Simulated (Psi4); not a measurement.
# Si2H3F (SMILES F[Si][SiH3]) at 3 levels

We compute a comparison of 3 runs (UHF/3-21G, UB3LYP/3-21G, UB3LYP/6-31G*) of Si2H3F. 

Program for the calculation: Psi4 1.11.

4 further runs of the same task are left out: 4 set aside as unsound or not needed.

## (1) The molecule

The species is Si2H3F (6 atoms), meant as a triplet with charge 0. As SMILES, `F[Si][SiH3]`. The shape is that of a GFN2-xTB optimisation.

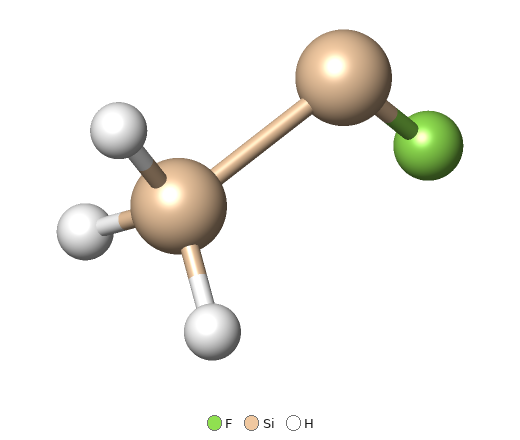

The structure, seen from a chosen angle (fluorine green, silicon light orange, hydrogen white).

## (2) Energy and gradient at UHF/3-21G (run 1)

File calc.dat:

```
memory 1600 MB

molecule {
  0 3
  F
  Si 1 R2
  Si 2 R3 1 A3
  H 3 R4 2 A4 1 D4
  H 3 R5 4 A5 2 D5
  H 3 R6 5 A6 4 D6

  R2 = 1.664158
  R3 = 2.270779
  A3 = 109.40445
  R4 = 1.471208
  A4 = 116.30132
  D4 = -62.35626
  R5 = 1.463265
  A5 = 109.33924
  D5 = 112.95568
  R6 = 1.471322
  A6 = 109.40043
  D6 = -114.41335
  units angstrom
  symmetry c1
  no_reorient
  no_com
}

set globals {
  reference uhf
  puream true
  e_convergence 1e-09
  d_convergence 1e-08
  scf_type pk
  maxiter 200
}

result, w = gradient('scf/3-21G', return_wfn=True)
oeprop(w, 'LOWDIN_CHARGES', 'WIBERG_LOWDIN_INDICES', 'MULLIKEN_CHARGES')
```

Command:

```bash
$ psi4 calc.dat calc.out -n 1
```

calc.out:

```text
[...]
  Running in c1 symmetry.
[...]
  Nuclear repulsion =  132.965272272676259
[...]
  Multiplicity = 3
[...]
  Nalpha       = 21
  Nbeta        = 19
[...]
    Number of basis functions: 41
[...]
   @UHF iter   1:  -675.35345877921668   -8.23339e-01   7.22727e-03 DIIS/ADIIS
[...]
   @UHF iter  14:  -675.40354807636265    2.27374e-13   4.59279e-09 DIIS
[...]
   @S^2 Observed:                2.005212801E+00
[...]
    Orbital Energies [Eh]
    ---------------------
    Alpha Occupied:
       1A    -68.344345     2A    -68.303379     3A    -26.107643
       4A     -6.154062     5A     -6.122830     6A     -4.253844
       7A     -4.251405     8A     -4.242988     9A     -4.220403
      10A     -4.217077    11A     -4.216342    12A     -1.530869
      13A     -0.798096    14A     -0.700163    15A     -0.623262
      16A     -0.614833    17A     -0.555170    18A     -0.505638
      19A     -0.497444    20A     -0.378848    21A     -0.298373
    Alpha Virtual:
      22A      0.111068    23A      0.162103    24A      0.184817
      25A      0.222542    26A      0.271317    27A      0.401308
[...]
  @UHF Final Energy:  -675.40354807636265
   => Energetics <=
    Nuclear Repulsion Energy =            132.9652722726762590
    One-Electron Energy =               -1203.9207616624535149
    Two-Electron Energy =                 395.5519413134147158
    Total Energy =                       -675.4035480763625401
  UHF NO Occupations:
  HONO-2 :   19  A 1.9984922
  HONO-1 :   20  A 1.0000000
[...]
 Multipole Moments:
 ------------------------------------------------------------------------------------
     Multipole            Electronic (a.u.)      Nuclear  (a.u.)        Total (a.u.)
 ------------------------------------------------------------------------------------
 L = 1.  Multiply by 2.5417464519 to convert [e a0] to [Debye]
 Dipole X            :         -0.0034118            0.0028782           -0.0005335
 Dipole Y            :          5.7652002           -5.7292090            0.0359912
 Dipole Z            :         -3.6980189            4.5605676            0.8625488
 Magnitude           :                                                    0.8632995
[...]
  -Total Gradient:
     Atom            X                  Y                   Z
    ------   -----------------  -----------------  -----------------
       1        0.000005782543    -0.008222808609    -0.005524451434
       2        0.000068282022    -0.009322729742     0.023875859714
       3       -0.000094823794     0.018041716376    -0.013668642112
       4        0.007921092379    -0.001709215926     0.002849560472
       5       -0.000061596815     0.002880000820    -0.010367210829
       6       -0.007838736335    -0.001666962924     0.002834884186
[...]
  Mulliken Charges: (a.u.)
   Center  Symbol    Alpha    Beta     Spin     Total
       1     F     4.79985  4.72329  0.07656 -0.52314
       2    SI     7.60500  5.86904  1.73597  0.52596
       3    SI     6.83381  6.72042  0.11339  0.44577
       4     H     0.59454  0.54673  0.04781 -0.14127
       5     H     0.57241  0.59381 -0.02140 -0.16622
       6     H     0.59438  0.54672  0.04766 -0.14109
   Total alpha = 21.00000, Total beta = 19.00000, Total charge =  0.00000
  Lowdin Charges: (a.u.)
   Center  Symbol    Alpha    Beta     Spin     Total
[...]
```

It took 2.2 s on 1 thread of Intel Xeon Platinum 8259CL at 2.50GHz (Skylake/Cascade Lake), shared host; peak memory 0.18 GiB.

## (3) Energy and forces at UB3LYP/3-21G (run 2)

File run.py:

```python
import psi4

psi4.set_memory(1600000000)
psi4.set_num_threads(1)
psi4.core.set_output_file('psi4.out', False)

geom = psi4.geometry("""
0 3
F      0.57750030    -4.28005960     2.37274012
Si     2.23507357    -2.19280040     0.70373401
Si    -0.33419807     1.02065998    -0.51547949
H     -2.45076691     0.34007511    -2.18471237
H      1.45756466     2.60171824    -1.90688484
H     -1.48517356     2.51042557     1.53060257
units bohr
symmetry c1
no_reorient
no_com
""")

options = {'reference': 'uks', 'puream': True, 'e_convergence': 1e-09, 'd_convergence': 1e-08, 'scf_type': 'pk', 'dft_radial_points': 99, 'dft_spherical_points': 590, 'maxiter': 200}
psi4.set_options(options)

e_tot = psi4.gradient('b3lyp/3-21G', molecule=geom)
print('gradient / Eh bohr^-1')
print(e_tot.np.round(6))
```

Command:

```bash
$ python run.py
```

psi4.out, shortened:

```text
[...]
  Running in c1 symmetry.
[...]
  Nuclear repulsion =  132.965292049810330
[...]
  Multiplicity = 3
[...]
  Nalpha       = 21
  Nbeta        = 19
[...]
    Number of basis functions: 41
[...]
   @UKS iter   1:  -676.92688176027116   -4.30272e-01   8.59915e-03 ADIIS/DIIS
[...]
   @UKS iter  11:  -676.97763782740481   -6.82121e-13   5.27200e-09 DIIS
[...]
   @S^2 Observed:                2.001602214E+00
[...]
  @UKS Final Energy:  -676.97763782740481
   => Energetics <=
    Nuclear Repulsion Energy =            132.9652920498103299
    One-Electron Energy =               -1204.0664037152910169
    Two-Electron Energy =                 437.1192670126567350
    DFT Exchange-Correlation Energy =     -42.9957931745808182
    Empirical Dispersion Energy =           0.0000000000000000
    VV10 Nonlocal Energy =                  0.0000000000000000
    Total Energy =                       -676.9776378274046920
[...]
 Multipole Moments:
 ------------------------------------------------------------------------------------
     Multipole            Electronic (a.u.)      Nuclear  (a.u.)        Total (a.u.)
 ------------------------------------------------------------------------------------
 L = 1.  Multiply by 2.5417464519 to convert [e a0] to [Debye]
 Dipole X            :        -29.1418483           29.3313839            0.1895356
 Dipole Y            :         49.8948025          -49.4782834            0.4165192
 Dipole Z            :        -21.7252363           21.4292297           -0.2960065
 Magnitude           :                                                    0.5450063
[...]
  -Total Gradient:
     Atom            X                  Y                   Z
    ------   -----------------  -----------------  -----------------
       1       -0.001245293373     0.009933397080    -0.005527668346
       2       -0.005462091151     0.011501168742    -0.005288577266
       3        0.005217272968    -0.014892126091     0.007323628138
       4        0.006101164027     0.006604926934     0.007300260391
       5       -0.005973858691    -0.009209126277     0.006929743501
       6        0.001392860776    -0.004005132253    -0.010705917356
[...]
```

The script printed:

```text
gradient / Eh bohr^-1
[[-0.001245  0.009933 -0.005528]
 [-0.005462  0.011501 -0.005289]
 [ 0.005217 -0.014892  0.007324]
 [ 0.006101  0.006605  0.0073  ]
 [-0.005974 -0.009209  0.00693 ]
 [ 0.001393 -0.004005 -0.010706]]
```

Wall time 16 s (1 thread of Intel Xeon Platinum 8259CL at 2.50GHz (Skylake/Cascade Lake), shared host); peak memory 0.52 GiB.

## (4) Energy and gradient at UB3LYP/6-31G(d) (Cartesian functions) (run 3)

File input.json:

```json
{
 "schema_name": "qcschema_input",
 "schema_version": 1,
 "molecule": {
  "schema_name": "qcschema_molecule",
  "schema_version": 2,
  "symbols": ["F", "Si", "Si", "H", "H", "H"],
  "geometry": [0.5775003, -4.2800596, 2.37274012, 2.23507357, -2.1928004, 0.70373401, -0.33419807, 1.02065998, -0.51547949, -2.45076691, 0.34007511, -2.18471237, 1.45756466, 2.60171824, -1.90688484, -1.48517356, 2.51042557, 1.53060257],
  "molecular_charge": 0,
  "molecular_multiplicity": 3,
  "fix_symmetry": "c1"
 },
 "driver": "gradient",
 "model": {
  "method": "b3lyp",
  "basis": "6-31G*"
 },
 "keywords": {
  "reference": "uks",
  "puream": false,
  "e_convergence": 1e-09,
  "d_convergence": 1e-08,
  "scf_type": "pk",
  "dft_radial_points": 99,
  "dft_spherical_points": 590,
  "maxiter": 200,
  "scf_properties": ["DIPOLE", "LOWDIN_CHARGES", "QUADRUPOLE"]
 }
}
```

Command:

```bash
$ psi4 --qcschema input.json -n 1 --memory 1600MB
```

stdout, shortened:

```text
[...]
  Running in c1 symmetry.
[...]
  Nuclear repulsion =  132.965292049810330
[...]
  Multiplicity = 3
[...]
  Nalpha       = 21
  Nbeta        = 19
[...]
    Number of basis functions: 59
[...]
   @UKS iter   1:  -680.50084982652470   -4.36035e-01   6.70567e-03 DIIS/ADIIS
[...]
   @UKS iter  12:  -680.57729375045199   -2.84217e-12   6.36756e-09 DIIS
[...]
   @S^2 Observed:                2.002557251E+00
[...]
  @UKS Final Energy:  -680.57729375045199
   => Energetics <=
    Nuclear Repulsion Energy =            132.9652920498103299
    One-Electron Energy =               -1208.3078836492604751
    Two-Electron Energy =                 437.8533242798365563
    DFT Exchange-Correlation Energy =     -43.0880264308384113
    Empirical Dispersion Energy =           0.0000000000000000
    VV10 Nonlocal Energy =                  0.0000000000000000
    Total Energy =                       -680.5772937504519859
[...]
 Multipole Moments:
 ------------------------------------------------------------------------------------
     Multipole            Electronic (a.u.)      Nuclear  (a.u.)        Total (a.u.)
 ------------------------------------------------------------------------------------
 L = 1.  Multiply by 2.5417464519 to convert [e a0] to [Debye]
 Dipole X            :          2.4943399           -2.2961328            0.1982071
 Dipole Y            :         -5.8004341            6.2376681            0.4372340
 Dipole Z            :          2.7621132           -3.0727639           -0.3106507
 Magnitude           :                                                    0.5718072
 L = 2.  Multiply by 1.3450342976 to convert [e a0^2] to [Debye ang]
 Quadrupole XX       :        -86.9709740           63.4629977          -23.5079764
 Quadrupole XY       :         59.7066162          -60.4821304           -0.7755143
[...]
  -Total Gradient:
     Atom            X                  Y                   Z
    ------   -----------------  -----------------  -----------------
       1       -0.012901428828    -0.007957654859     0.008107899211
       2        0.007370912258     0.024783690721    -0.016522548242
       3        0.006230733664    -0.013151572655     0.006020836348
       4        0.003850857989     0.005529848601     0.005166006760
       5       -0.004913695646    -0.006958974818     0.005341974681
       6        0.000374311225    -0.002294076383    -0.008088415230
[...]
```

The result, in JSON:

```text
{
 "driver": "gradient",
 "model": {
  "method": "b3lyp",
  "basis": "6-31G*"
 },
 "success": true,
 "return_result": [-0.01290142882771779, -0.007957654858613425, 0.008107899211270503, 0.007370912257980811, 0.02478369072101401, -0.016522548242331486, 0.006230733664431552, -0.013151572655333753, 0.0060208363478537336, 0.003850857988849765, 0.005529848600729793, 0.005166006759752234, -0.004913695645618443, -0.006958974818045888, 0.005341974680698108, 0.0003743112249321445, -0.0022940763830823496, -0.008088415230103438],
 "properties": {
  "calcinfo_nbasis": 59,
  "calcinfo_nmo": 59,
  "calcinfo_nalpha": 21,
  "calcinfo_nbeta": 19,
  "calcinfo_natom": 6,
  "nuclear_repulsion_energy": 132.96529204981033,
  "return_energy": -680.577293750452,
  "return_gradient": [-0.01290142882771779, -0.007957654858613425, 0.008107899211270503, 0.007370912257980811, 0.02478369072101401, -0.016522548242331486, 0.006230733664431552, -0.013151572655333753, 0.0060208363478537336, 0.003850857988849765, 0.005529848600729793, 0.005166006759752234, -0.004913695645618443, -0.006958974818045888, 0.005341974680698108, 0.0003743112249321445, -0.0022940763830823496, -0.008088415230103438],
  "scf_one_electron_energy": -1208.3078836492605,
  "scf_two_electron_energy": 437.85332427983656,
  "scf_xc_energy": -43.08802643083841,
  "scf_dipole_moment": [0.19820710339326464, 0.4372339743818028, -0.3106507218819403],
  "scf_total_energy": -680.577293750452,
  "scf_total_gradient": [-0.01290142882771779, -0.007957654858613425, 0.008107899211270503, 0.007370912257980811, 0.02478369072101401, -0.016522548242331486, 0.006230733664431552, -0.013151572655333753, 0.0060208363478537336, 0.003850857988849765, 0.005529848600729793, 0.005166006759752234, -0.004913695645618443, -0.006958974818045888, 0.005341974680698108, 0.0003743112249321445, -0.0022940763830823496, -0.008088415230103438],
  "scf_iterations": 12
 }
}
```

It took 22 s on 1 thread of Intel Xeon Platinum 8259CL at 2.50GHz (Skylake/Cascade Lake), shared host; peak memory 0.71 GiB.

## (5) All runs side by side

| run | level | integration grid | Cartesian functions | energy (Eh) | dipole moment (D) | HOMO energy (eV) | LUMO energy (eV) | wall time |
| --- | --- | --- | --- | --- | --- | --- | --- | --- |
| 1 | UHF/3-21G | – | no | -675.403548 | 2.19 | -8.12 | -0.20 | 2.2 s |
| 2 | UB3LYP/3-21G | 99 radial × 590 angular | no | -676.977638 | 1.39 | -4.94 | -4.22 | 16 s |
| 3 | UB3LYP/6-31G* (Cartesian functions) | 99 radial × 590 angular | yes | -680.577294 | 1.45 | -5.01 | -4.11 | 22 s |

## (6) Results

```
                                 quantity          value
                      run 3: total energy  -680.57729 Eh
                     run 3: dipole moment         1.45 D
run 3: HOMO energy (highest over α and β)       -5.01 eV
 run 3: LUMO energy (lowest over α and β)       -4.11 eV
                              run 3: ⟨S²⟩          2.003
          run 3: largest force on an atom     1.578 eV/Å
```

In words: The dipole moment (its size) runs from 1.39 D (UB3LYP/3-21G) to 2.19 D (UHF/3-21G). All runs together took 40 s, the longest 22 s.
